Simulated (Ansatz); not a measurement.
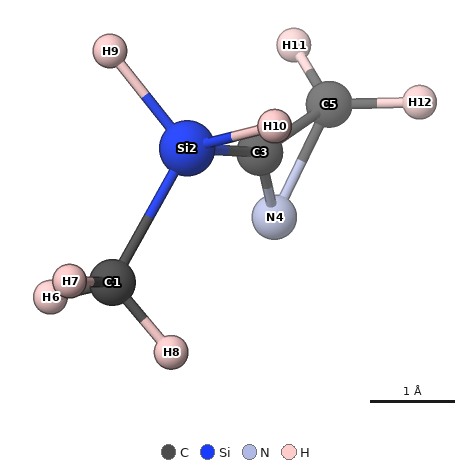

The structure as given in the input (ball-and-stick view, seen at a tilt; atoms are numbered from 1 in the order of the input).

# Molecular dynamics of C$_{3}$H$_{7}$NSi

The run: molecular dynamics of C$_{3}$H$_{7}$NSi. Method and program: RKS revPBE-d4/def2-SVP (Ansatz 0.2.0).

The geometry comes from this level: PBE0-D4/def2-TZVP. Figures and captions count atoms from 1; the log counts them from 0 in places.

**Input file**
```yaml
crystal:
  periodic: [false, false, false]
  atoms:
    - {symbol: C, position_ang: [-1.550038, 1.005119, 0.950406]}
    - {symbol: Si, position_ang: [0.196717, 0.938388, 0.311920]}
    - {symbol: C, position_ang: [0.529250, -0.721966, -0.465578]}
    - {symbol: N, position_ang: [-0.052079, -1.812903, -0.694340]}
    - {symbol: C, position_ang: [1.374989, -1.696503, -1.151189]}
    - {symbol: H, position_ang: [-2.261346, 0.849730, 0.136672]}
    - {symbol: H, position_ang: [-1.758161, 1.973904, 1.409938]}
    - {symbol: H, position_ang: [-1.714349, 0.226565, 1.698153]}
    - {symbol: H, position_ang: [0.455149, 1.958402, -0.737794]}
    - {symbol: H, position_ang: [1.201695, 1.109733, 1.393498]}
    - {symbol: H, position_ang: [1.540874, -1.619619, -2.221935]}
    - {symbol: H, position_ang: [2.114299, -2.266249, -0.595553]}
basis:
  gaussian: {orbitals: def2-SVP}
hamiltonian: {xc: {name: revPBE}, dispersion: d4}
md: {timestep: 2 fs, n_steps: 20, ensemble: nvt_nose_hoover, temperature: 300, initial_velocities: maxwell_boltzmann, seed: 11}
```

Run on 4 threads of Arm Neoverse V2, 23 GiB of memory available, shared host.

Command:
```bash
ansatz run in.yaml --threads 4 --pin off --events-out ev --progress --plain --max-ram 10444MiB
```

**Log**
```
Functional definition: revPBE
  name "revPBE"
  cite "Zhang & Yang, Phys. Rev. Lett. 80, 890 (1998) doi:10.1103/PhysRevLett.80.890"
  cite "Perdew, Burke & Ernzerhof, Phys. Rev. Lett. 77, 3865 (1996) doi:10.1103/PhysRevLett.77.3865"
  parameter kappa = 1.245
  parameter beta = 0.06672455060314922
  exchange = pbe_x(kappa = kappa, mu = beta*pi^2/3)
  correlation = pbe_c(beta = beta)
1248 factors; their error is unknown
mean field evaluation 1: about -12572.0057 eV, gradient 6.3e1 eV
mean field evaluation 2: about -12558.8477 eV, gradient 9.2e1 eV
mean field evaluation 4: about -12581.9561 eV, gradient 9.4e0 eV
mean field evaluation 8: about -12582.1481 eV, gradient 1.9e-1 eV
mean field evaluation 16: about -12582.0655 eV, gradient 4.4e-4 eV
mean field -12582.06549897 eV, -462.3823786567 hartree, gradient 1.8e-5 eV, S^2 0.000000; 0 other end points of the search recorded, 0 dependent functions left out
the calculation of the forces begins
reference -12582.06554632 eV, -462.3823803968 hartree; 23, 23 occupied and 86, 86 virtual orbitals, 1248 factors
md step     0: t =     0.00 fs  T =   300.0 K  F+E_penalty+E_count = -12582.80697642 eV  E_kin = 0.387780 eV  conserved = -12582.41919642 eV  (29 SCF iters)
these checks for a lower state are left out or cut short: starts, cluster_reference, orbital_swaps, neighbouring_geometries, increment
1248 factors; their error is unknown
mean field -12582.05491581 eV, -462.3819897330 hartree, gradient 1.6e-5 eV, S^2 0.000000; 0 other end points of the search recorded, 0 dependent functions left out
[... from here on the field's lines of each further geometry are left out, up to the last ...]
md step     1: t =     2.00 fs  T =   289.3 K  F+E_penalty+E_count = -12582.79459954 eV  E_kin = 0.373951 eV  conserved = -12582.42065036 eV  (31 SCF iters, 5 dispersion substeps)
md step     2: t =     4.00 fs  T =   212.0 K  F+E_penalty+E_count = -12582.68056989 eV  E_kin = 0.273988 eV  conserved = -12582.40659878 eV  (31 SCF iters, 5 dispersion substeps)
md step     3: t =     6.00 fs  T =   179.8 K  F+E_penalty+E_count = -12582.64637568 eV  E_kin = 0.232394 eV  conserved = -12582.41406714 eV  (31 SCF iters, 5 dispersion substeps)
md step     4: t =     8.00 fs  T =   158.7 K  F+E_penalty+E_count = -12582.61450451 eV  E_kin = 0.205080 eV  conserved = -12582.40963834 eV  (31 SCF iters, 5 dispersion substeps)
md step     5: t =    10.00 fs  T =   174.0 K  F+E_penalty+E_count = -12582.63384306 eV  E_kin = 0.224928 eV  conserved = -12582.40933518 eV  (32 SCF iters, 5 dispersion substeps)
md step     6: t =    12.00 fs  T =   219.7 K  F+E_penalty+E_count = -12582.70429918 eV  E_kin = 0.283972 eV  conserved = -12582.42107635 eV  (30 SCF iters, 5 dispersion substeps)
md step     7: t =    14.00 fs  T =   209.2 K  F+E_penalty+E_count = -12582.68045487 eV  E_kin = 0.270444 eV  conserved = -12582.41118134 eV  (31 SCF iters, 5 dispersion substeps)
md step     8: t =    16.00 fs  T =   207.1 K  F+E_penalty+E_count = -12582.67810214 eV  E_kin = 0.267634 eV  conserved = -12582.41211425 eV  (31 SCF iters, 5 dispersion substeps)
md step     9: t =    18.00 fs  T =   214.4 K  F+E_penalty+E_count = -12582.69112874 eV  E_kin = 0.277162 eV  conserved = -12582.41616202 eV  (31 SCF iters, 5 dispersion substeps)
md step    10: t =    20.00 fs  T =   208.7 K  F+E_penalty+E_count = -12582.67650474 eV  E_kin = 0.269703 eV  conserved = -12582.40961359 eV  (31 SCF iters, 5 dispersion substeps)
md step    11: t =    22.00 fs  T =   216.4 K  F+E_penalty+E_count = -12582.69566211 eV  E_kin = 0.279673 eV  conserved = -12582.41948977 eV  (31 SCF iters, 5 dispersion substeps)
md step    12: t =    24.00 fs  T =   173.6 K  F+E_penalty+E_count = -12582.63291954 eV  E_kin = 0.224364 eV  conserved = -12582.41274890 eV  (31 SCF iters, 5 dispersion substeps)
md step    13: t =    26.00 fs  T =   134.5 K  F+E_penalty+E_count = -12582.57521872 eV  E_kin = 0.173913 eV  conserved = -12582.40611505 eV  (31 SCF iters, 5 dispersion substeps)
md step    14: t =    28.00 fs  T =   152.0 K  F+E_penalty+E_count = -12582.60785809 eV  E_kin = 0.196448 eV  conserved = -12582.41687739 eV  (31 SCF iters, 5 dispersion substeps)
md step    15: t =    30.00 fs  T =   156.6 K  F+E_penalty+E_count = -12582.60695551 eV  E_kin = 0.202467 eV  conserved = -12582.41074620 eV  (31 SCF iters, 5 dispersion substeps)
md step    16: t =    32.00 fs  T =   174.1 K  F+E_penalty+E_count = -12582.63248470 eV  E_kin = 0.225058 eV  conserved = -12582.41461913 eV  (31 SCF iters, 5 dispersion substeps)
md step    17: t =    34.00 fs  T =   175.8 K  F+E_penalty+E_count = -12582.63572201 eV  E_kin = 0.227218 eV  conserved = -12582.41676617 eV  (31 SCF iters, 5 dispersion substeps)
md step    18: t =    36.00 fs  T =   157.6 K  F+E_penalty+E_count = -12582.59987263 eV  E_kin = 0.203759 eV  conserved = -12582.40547414 eV  (29 SCF iters, 5 dispersion substeps)
md step    19: t =    38.00 fs  T =   189.0 K  F+E_penalty+E_count = -12582.65221700 eV  E_kin = 0.244250 eV  conserved = -12582.41856188 eV  (31 SCF iters, 5 dispersion substeps)
the calculation of the forces begins
reference -12581.92257794 eV, -462.3771264057 hartree; 23, 23 occupied and 86, 86 virtual orbitals, 1248 factors
1248 factors; their error is unknown
mean field evaluation 192: about -12581.9223 eV, gradient 3.5e-1 eV
mean field -12581.92253002 eV, -462.3771246448 hartree, gradient 5.0e-5 eV, S^2 0.000000; 1 other end points of the search recorded, 0 dependent functions left out
the calculation of the forces begins
reference -12581.92257793 eV, -462.3771264057 hartree; 23, 23 occupied and 86, 86 virtual orbitals, 1248 factors
md step    20: t =    40.00 fs  T =   181.1 K  F+E_penalty+E_count = -12582.63667948 eV  E_kin = 0.234035 eV  conserved = -12582.41463706 eV  (31 SCF iters, 5 dispersion substeps)
```

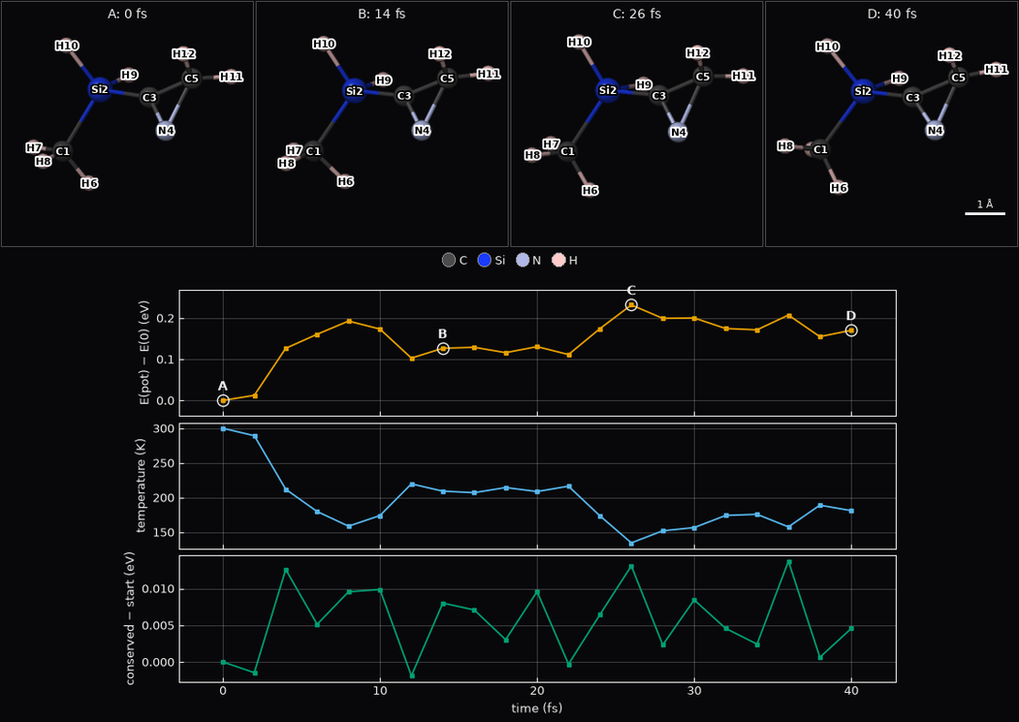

Frames of the molecular dynamics (ball-and-stick, seen at a tilt) above the curves, on which the letters mark them. The trajectory kept here has 21 frames over 40 fs. The temperature starts at 300 K, ranges from 135 to 300 K and averages 174 K over the second half. The potential energy ends 0.170 eV above its first value. The conserved quantity stays within 0.016 eV. After an unweighted best fit of the last frame on the first, the root-mean-square displacement is 0.31 Å, and H8 has moved furthest (0.61 Å).

```
Total energy: -12582.63672740 eV, -462.4033709144 hartree
Atom 0 at    -1.591403     1.184490     1.048178 Å, force     0.488418    -0.652308    -0.351933 eV/Å
Atom 1 at     0.146105     0.914958     0.337272 Å, force     0.024770     0.179238    -0.919342 eV/Å
Atom 2 at     0.552935    -0.801416    -0.421143 Å, force     0.295573     0.175478    -0.190425 eV/Å
Atom 3 at     0.007431    -1.882847    -0.832286 Å, force    -0.906257    -0.015409    -0.006689 eV/Å
Atom 4 at     1.443279    -1.731260    -1.205506 Å, force    -0.074723     0.668798     1.273648 eV/Å
Atom 5 at    -2.400595     0.670189     0.526915 Å, force    -0.254351    -0.639172    -0.248434 eV/Å
Atom 6 at    -1.847675     2.228474     0.913134 Å, force     0.022631     1.001451     0.283841 eV/Å
Atom 7 at    -1.573828     0.890729     2.107049 Å, force    -0.217482     0.072533     0.280097 eV/Å
Atom 8 at     0.413474     1.857340    -0.862127 Å, force    -0.139182    -0.384232     0.456004 eV/Å
Atom 9 at     1.098990     1.321931     1.414842 Å, force     0.283748    -0.206530     0.040095 eV/Å
Atom 10 at     1.745568    -1.535648    -2.227686 Å, force    -0.074425     0.175030    -0.789835 eV/Å
Atom 11 at     2.122373    -2.352281    -0.625905 Å, force     0.551281    -0.374878     0.172973 eV/Å
Dipole moment:     0.025031     0.351556     0.183272 e Å
```

**Trajectory as extended XYZ (Å, eV, eV/Å), 9 of the 21 frames kept, from step=0 to step=20**
```
12
Properties=species:S:1:pos:R:3:forces:R:3 step=0 time_fs=0.0 energy=-12582.80698 temperature=300.0
C    -1.5500    1.0051    0.9504    0.1186   0.0160  -0.0351
Si    0.1967    0.9384    0.3119    0.1212   0.0055  -0.0403
C     0.5292   -0.7220   -0.4656    0.4838   1.3521   0.3671
N    -0.0521   -1.8129   -0.6943   -1.2304  -1.3919  -0.1198
C     1.3750   -1.6965   -1.1512    0.1777   0.0278  -0.0516
H    -2.2613    0.8497    0.1367   -0.3658  -0.0836  -0.4201
H    -1.7582    1.9739    1.4099   -0.1228   0.4976   0.2415
H    -1.7143    0.2266    1.6982   -0.0844  -0.4042   0.3832
H     0.4551    1.9584   -0.7378    0.0571   0.2498  -0.2251
H     1.2017    1.1097    1.3935    0.2237   0.0604   0.2502
H     1.5409   -1.6196   -2.2219    0.1373   0.0307  -0.6667
H     2.1143   -2.2662   -0.5956    0.4840  -0.3603   0.3168
12
Properties=species:S:1:pos:R:3:forces:R:3 step=2 time_fs=4.0 energy=-12582.68057 temperature=212.0
C    -1.5486    1.0366    0.9741   -1.3210   0.0877   0.1081
Si    0.1873    0.9208    0.3057    0.6144   0.9709   1.4015
C     0.5387   -0.6977   -0.4459    0.2796  -1.8158  -1.0209
N    -0.0432   -1.8193   -0.7063   -0.3210   0.3238   0.0216
C     1.3781   -1.7127   -1.1687    0.6723   0.4139   0.0826
H    -2.2099    0.7612    0.0889    0.1987   0.5419   0.6711
H    -1.8060    2.0723    1.4000    0.2234  -0.9953  -0.6750
H    -1.8215    0.2854    1.7647    0.4022   0.2589  -0.2684
H     0.4194    1.9639   -0.7171    0.0502   0.2716  -0.3934
H     1.2365    1.1516    1.4065   -0.2693  -0.1207  -0.3485
H     1.6163   -1.6010   -2.2763   -0.3408  -0.1557   0.9113
H     2.1168   -2.2925   -0.5534   -0.1885   0.2188  -0.4899
12
Properties=species:S:1:pos:R:3:forces:R:3 step=5 time_fs=10.0 energy=-12582.63384 temperature=174.0
C    -1.5689    1.0766    1.0091    0.5722  -0.4907  -0.6110
Si    0.1788    0.9063    0.3094    0.1500   1.8639   0.6213
C     0.5588   -0.7072   -0.4419    0.0801  -2.0426  -1.1507
N    -0.0355   -1.8209   -0.7237   -0.1071   0.4872  -0.0257
C     1.3937   -1.7255   -1.1840   -0.4438   0.9474   1.2223
H    -2.1354    0.7568    0.1389   -0.8790  -0.0683  -0.5932
H    -1.8479    2.0975    1.2565   -0.0149   0.6894   0.0844
H    -1.8725    0.4164    1.8173    0.1348  -0.4652   0.6013
H     0.3712    2.0049   -0.7589   -0.0970  -0.5196   0.2616
H     1.2275    1.1816    1.3420    0.1889  -0.0579   0.1048
H     1.6520   -1.6013   -2.2290   -0.1505   0.0832  -0.8052
H     2.1019   -2.2981   -0.5956    0.5663  -0.4267   0.2900
12
Properties=species:S:1:pos:R:3:forces:R:3 step=8 time_fs=16.0 energy=-12582.67810 temperature=207.1
C    -1.5887    1.1038    1.0265   -0.5659  -0.4424  -0.7732
Si    0.1725    0.9118    0.3215    0.0489   0.0601   0.4546
C     0.5824   -0.7632   -0.4654    0.0326   2.2931   0.9680
N    -0.0339   -1.8169   -0.7428   -1.1133  -1.8029  -0.4020
C     1.4105   -1.7196   -1.1751    1.2619  -0.7604  -0.6048
H    -2.2435    0.7794    0.1516    0.2698  -0.0776   0.7771
H    -1.8564    2.1907    1.1216    0.3284  -0.4174   0.3668
H    -1.8449    0.4951    1.9479    0.1796   0.5476  -0.6829
H     0.3001    1.9180   -0.7553    0.0890   0.2641  -0.4309
H     1.2688    1.1912    1.3028    0.0572  -0.0090   0.1620
H     1.6100   -1.5978   -2.2719   -0.0943  -0.0520   0.4369
H     2.1682   -2.3579   -0.6332   -0.4940   0.3969  -0.2717
12
Properties=species:S:1:pos:R:3:forces:R:3 step=10 time_fs=20.0 energy=-12582.67650 temperature=208.7
C    -1.6076    1.1182    1.0252    1.0786  -0.4722  -0.6222
Si    0.1685    0.9178    0.3322    0.4195  -0.2283   0.1265
C     0.5983   -0.7743   -0.4705   -0.9633   1.2744   1.0087
N    -0.0455   -1.8339   -0.7601    0.1372  -0.4140   0.0378
C     1.4368   -1.7224   -1.1762   -0.5358  -0.1816  -0.3174
H    -2.3041    0.7751    0.2627   -0.4385  -0.5167  -0.4520
H    -1.8003    2.1817    1.0858   -0.0362   0.9292   0.4108
H    -1.8005    0.6095    1.9665   -0.1269  -0.2275   0.5613
H     0.2637    1.8804   -0.8070    0.1392   0.1799  -0.1416
H     1.3196    1.1973    1.3153   -0.5247  -0.0257  -0.2370
H     1.5584   -1.6027   -2.2425    0.3915   0.0993  -0.8744
H     2.1620   -2.3582   -0.6841    0.4592  -0.4168   0.4995
12
Properties=species:S:1:pos:R:3:forces:R:3 step=12 time_fs=24.0 energy=-12582.63292 temperature=173.6
C    -1.6159    1.1280    1.0165    0.0771   0.6285   0.3014
Si    0.1665    0.9227    0.3432    0.0059  -0.1487  -1.1063
C     0.6023   -0.7699   -0.4633   -1.4216  -0.8832   0.2180
N    -0.0555   -1.8554   -0.7771    1.5589   1.2703   0.4475
C     1.4586   -1.7287   -1.1829   -0.6711  -0.2035  -0.8920
H    -2.4070    0.7084    0.3350    0.4920   0.2532   0.2243
H    -1.7452    2.2651    1.1060   -0.0631  -1.0547  -0.1368
H    -1.7678    0.7060    2.0410    0.0823   0.0249  -0.3118
H     0.2480    1.8674   -0.8769    0.1344  -0.2278   0.5266
H     1.2993    1.2012    1.2989   -0.2299   0.1243   0.0736
H     1.5604   -1.5981   -2.3007    0.3550  -0.1006   0.7564
H     2.1994   -2.3986   -0.6792   -0.3200   0.3172  -0.1009
12
Properties=species:S:1:pos:R:3:forces:R:3 step=15 time_fs=30.0 energy=-12582.60696 temperature=156.6
C    -1.6228    1.1487    1.0137    1.4418  -0.4846   0.7078
Si    0.1620    0.9273    0.3482   -0.5716  -0.9269  -0.8641
C     0.5778   -0.7848   -0.4489   -0.1117  -0.6650  -0.1806
N    -0.0396   -1.8629   -0.7942    0.9902   0.5499   0.0646
C     1.4726   -1.7410   -1.2051   -1.6597   0.7784   0.8871
H    -2.4388    0.6771    0.4780   -0.4022  -0.1355  -0.6662
H    -1.7047    2.2232    1.0943   -0.4799   1.0722  -0.3295
H    -1.6963    0.8411    2.0621    0.0470  -0.4805   0.4573
H     0.2647    1.8027   -0.8543    0.1874   0.3091  -0.1295
H     1.2346    1.2482    1.3203    0.1329   0.1171   0.3029
H     1.6576   -1.6044   -2.2639    0.0912   0.2093  -0.7049
H     2.1788   -2.3835   -0.6879    0.3346  -0.3436   0.4551
12
Properties=species:S:1:pos:R:3:forces:R:3 step=18 time_fs=36.0 energy=-12582.59987 temperature=157.6
C    -1.6035    1.1666    1.0306   -0.5492   0.3102   0.5067
Si    0.1521    0.9220    0.3430    0.2045  -0.3784  -0.3050
C     0.5515   -0.8106   -0.4361    1.4110   2.0968   0.5277
N    -0.0034   -1.8622   -0.8116   -1.3138  -1.9351  -0.8048
C     1.4529   -1.7382   -1.2118    0.7227   0.0790   0.7353
H    -2.4757    0.6621    0.4998    0.9028   0.2690   0.3319
H    -1.7902    2.2920    0.9820    0.0988  -0.8648   0.1272
H    -1.6071    0.8692    2.1288   -0.1686   0.1859  -0.8224
H     0.3431    1.8195   -0.8504    0.0724   0.0535   0.0157
H     1.1848    1.3210    1.4125   -0.3353  -0.3066  -0.4079
H     1.7598   -1.5694   -2.2831   -0.5328   0.0112   0.5685
H     2.1729   -2.3906   -0.6263   -0.5125   0.4792  -0.4728
12
Properties=species:S:1:pos:R:3:forces:R:3 step=20 time_fs=40.0 energy=-12582.63668 temperature=181.1
C    -1.5914    1.1845    1.0482    0.4884  -0.6523  -0.3519
Si    0.1461    0.9150    0.3373    0.0248   0.1792  -0.9193
C     0.5529   -0.8014   -0.4211    0.2956   0.1755  -0.1904
N     0.0074   -1.8828   -0.8323   -0.9063  -0.0154  -0.0067
C     1.4433   -1.7313   -1.2055   -0.0747   0.6688   1.2736
H    -2.4006    0.6702    0.5269   -0.2544  -0.6392  -0.2484
H    -1.8477    2.2285    0.9131    0.0226   1.0015   0.2838
H    -1.5738    0.8907    2.1070   -0.2175   0.0725   0.2801
H     0.4135    1.8573   -0.8621   -0.1392  -0.3842   0.4560
H     1.0990    1.3219    1.4148    0.2837  -0.2065   0.0401
H     1.7456   -1.5356   -2.2277   -0.0744   0.1750  -0.7898
H     2.1224   -2.3523   -0.6259    0.5513  -0.3749   0.1730
```

**Results in brief**

```tsv
quantity	value
outcome	finished
mean temperature over the second half	174 K
trajectory	20 steps, 40 fs
ensemble	nvt_nose_hoover
temperature in the input	300 K
time step	2 fs
potential energy (last step)	−12582.6367 eV
mean-field energy (last step)	−12581.9226 eV
dispersion energy (last step)	−0.7141 eV
SCF solution under orbital rotations (last step)	stable
largest force (length of the vector) (last step)	1.441 eV/Å
dipole moment (last step)	1.91 D
wall time	20 s (CPU time 73 s)
peak memory	0.52 GiB
```

**Remarks**

So short a trajectory is not equilibrated. The temperature stays far from the 300 K of the thermostat over the second half: the run isn't equilibrated.
